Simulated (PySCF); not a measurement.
## Run report: Si2HF, single-point calculation

The run: single-point calculation of Si2HF. Method and program: RKS B3LYP-D4/def2-TZVPP, density fitting (PySCF 2.14.0).

The geometry is a minimum found at another level. The geometry comes from this level: PBE0-D4/def2-TZVP.

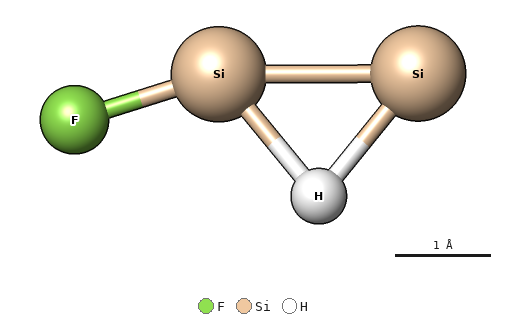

**Figure 1.** The structure (ball-and-stick view, seen at a tilt). Bond lengths as drawn: F–Si 1.59 Å, H–Si 1.67 to 1.70 Å and Si–Si 2.10 Å.

### Summary

| quantity | value |
| --- | --- |
| outcome | converged |
| total energy | −18489.7951 eV |
| dispersion energy | −0.1488 eV |
| hardware | 2 threads of Arm Neoverse V1, 23 GiB of memory available, shared host |
| wall time | 6.9 s (CPU time 13 s) |
| peak memory | 0.49 GiB |

### Input file
```python
import json, numpy as np
from pyscf import gto, scf, dft, mp, cc
EV, BOHR = 27.211386245988, 0.529177210903
mol = gto.M(atom="""
F -0.397239 -0.586368 1.823929
Si 0.177018 0.204176 0.565587
Si 0.567685 0.816377 -1.408695
H -0.423162 -0.429499 -0.890440
""", basis="def2-tzvpp", charge=0, spin=0, max_memory=4335, verbose=0)
def mean_field(mol, dm=None):
    mf = dft.RKS(mol, xc="b3lypg").density_fit()
    mf.conv_tol = 1e-9; mf.grids.level = 4
    mf.kernel(dm0=dm)
    if not mf.converged: mf = mf.newton().run(mf.mo_coeff, mf.mo_occ)
    assert mf.converged
    return mf
def d4(mol):
    from pyscf.dispersion.dftd4 import DFTD4Dispersion
    real = gto.M(atom=[(mol.atom_pure_symbol(i), mol.atom_coord(i)) for i in range(4)], unit='B', charge=mol.charge, spin=None, basis='def2-svp', verbose=0)
    r = DFTD4Dispersion(real, xc="b3lyp", atm=True).get_dispersion(grad=True); return r["energy"], r["gradient"]
def energy_and_gradient(mol, dm=None):
    mf = mean_field(mol, dm); e, g = d4(mol)
    return mf, (mf.e_tot + e) * EV, (mf.nuc_grad_method().kernel()[:4] + g) * EV / BOHR
out = {}
mf = mean_field(mol); e = d4(mol)[0]
out.update(energy=(mf.e_tot + e) * EV, converged=True, dispersion=e * EV)
out['s2'] = mf.spin_square()[0]; out['nelec'] = mol.nelec
print(f"Total energy {out['energy']:.6f} eV, <S^2> {out['s2']:.4f}")
json.dump(out, open("out.json", "w"), default=float)
```

Launch command:
```bash
OMP_NUM_THREADS=2 python run.py
```

### What the program printed
```
Total energy -18489.795100 eV, <S^2> 0.0000
```
